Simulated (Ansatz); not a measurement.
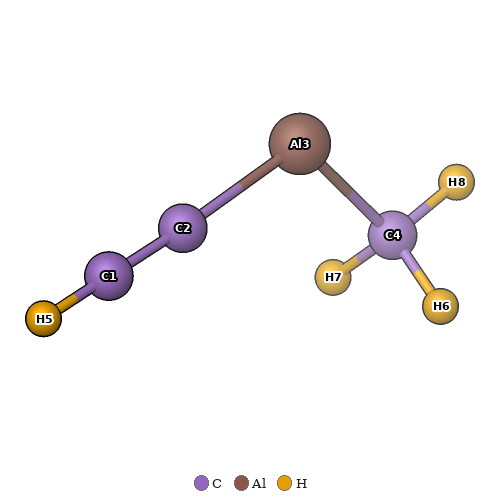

The system is C₃H₄Al, SMILES C#[C][Al][CH3], spin multiplicity 2; the picture shows the reference structure. 
- First axis: angle C2–Al3–C4. Second axis: change of the bonds Al3–C2, Al3–C4, all alike.
- Nothing is relaxed (all other coordinates rigid).
- The grid has 15 × 15 points.
- Points are written as (first, second).
- Energies are in kcal/mol, from the lowest grid point.
- Method: UHF/def2-SVP (Ansatz).

Its coordinates:

```json
{"atom": "C", "x (Å)": "2.6683", "y (Å)": "0.0621", "z (Å)": "0.5288"}
{"atom": "C", "x (Å)": "1.5259", "y (Å)": "-0.3198", "z (Å)": "0.5121"}
{"atom": "Al", "x (Å)": "-0.2862", "y (Å)": "-1.0092", "z (Å)": "0.5361"}
{"atom": "C", "x (Å)": "-1.6776", "y (Å)": "0.0327", "z (Å)": "-0.3987"}
{"atom": "H", "x (Å)": "3.6787", "y (Å)": "0.4033", "z (Å)": "0.5415"}
{"atom": "H", "x (Å)": "-1.7357", "y (Å)": "1.0409", "z (Å)": "0.0262"}
{"atom": "H", "x (Å)": "-1.4096", "y (Å)": "0.1483", "z (Å)": "-1.4547"}
{"atom": "H", "x (Å)": "-2.6717", "y (Å)": "-0.4155", "z (Å)": "-0.3472"}
```

Range: angle C2–Al3–C4 from 72.7 to 162.7°; change of the bonds Al3–C2, Al3–C4, all alike from −0.215 to 0.333 Å.

> What will the energy surface look like?

The lowest grid point is at (117.7°, 0.020 Å). It is the only kind of minimum in the scanned range. The highest grid point, (72.7°, −0.215 Å), lies 84.7 kcal/mol above the lowest. Round the minimum the two coordinates are weakly coupled (coupling 0.08 in units of the two stiffnesses).

```tsv
second ↓, first →	72.7	79.2	85.6	92.0	98.5	104.9	111.3	117.7	124.2	130.6	137.0	143.4	149.9	156.3	162.7
0.333	46.8	39.8	34.7	30.9	28.3	26.6	25.8	25.7	26.4	27.8	29.9	32.7	36.0	39.8	44.0
0.293	44.6	36.7	30.9	26.7	23.8	22.0	21.1	21.0	21.7	23.2	25.3	28.2	31.7	35.7	40.3
0.254	42.5	33.7	27.3	22.8	19.7	17.7	16.7	16.6	17.3	18.8	21.1	24.0	27.6	31.9	36.7
0.215	40.7	31.0	24.1	19.2	15.8	13.7	12.7	12.5	13.2	14.7	17.0	20.0	23.8	28.2	33.2
0.176	39.3	28.6	21.2	16.0	12.4	10.1	9.0	8.8	9.5	11.0	13.3	16.4	20.2	24.8	30.0
0.137	38.3	26.9	18.9	13.3	9.5	7.1	5.8	5.6	6.2	7.8	10.1	13.2	17.1	21.7	27.0
0.098	38.1	25.7	17.2	11.2	7.2	4.6	3.3	2.9	3.6	5.1	7.4	10.6	14.5	19.1	24.5
0.059	38.6	25.5	16.3	10.0	5.7	2.9	1.4	1.0	1.6	3.1	5.5	8.6	12.5	17.2	22.6
0.020	40.2	26.2	16.4	9.7	5.0	2.1	0.5	0.0	0.5	2.0	4.3	7.4	11.4	16.0	21.4
−0.020	43.2	28.2	17.7	10.5	5.5	2.4	0.6	0.0	0.5	1.9	4.1	7.3	11.1	15.8	21.1
−0.059	47.5	31.5	20.4	12.6	7.3	3.9	2.0	1.3	1.6	3.0	5.2	8.3	12.1	16.7	21.9
−0.098	53.5	36.4	24.6	16.3	10.6	6.9	4.8	4.0	4.2	5.5	7.6	10.7	14.4	18.9	24.0
−0.137	61.5	43.3	30.6	21.8	15.7	11.7	9.3	8.3	8.5	9.7	11.7	14.7	18.4	22.7	27.7
−0.176	71.8	52.4	38.9	29.4	22.8	18.5	15.9	14.7	14.7	15.8	17.8	20.6	24.2	28.4	33.2
−0.215	84.7	64.0	49.6	39.4	32.4	27.7	24.8	23.4	23.3	24.2	26.1	28.8	32.2	36.3	40.9
```

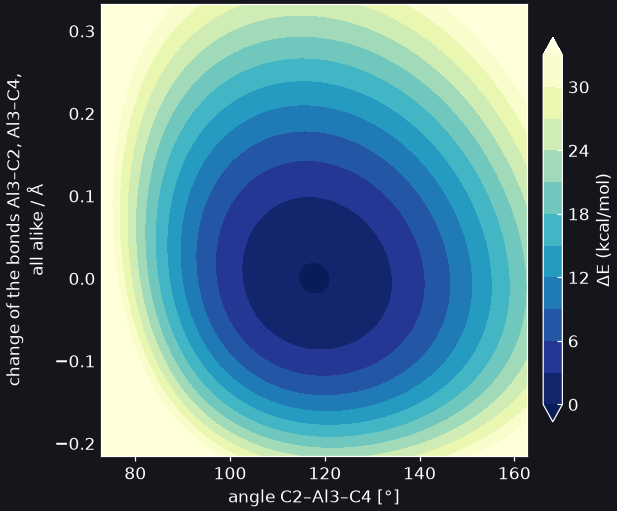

The picture shows filled contours, one colour for all values above the top of the scale. Between grid points the surface is interpolated.

The whole map (225 points run) took 13 min on 1 thread of Arm Neoverse V2, with other jobs on the host.
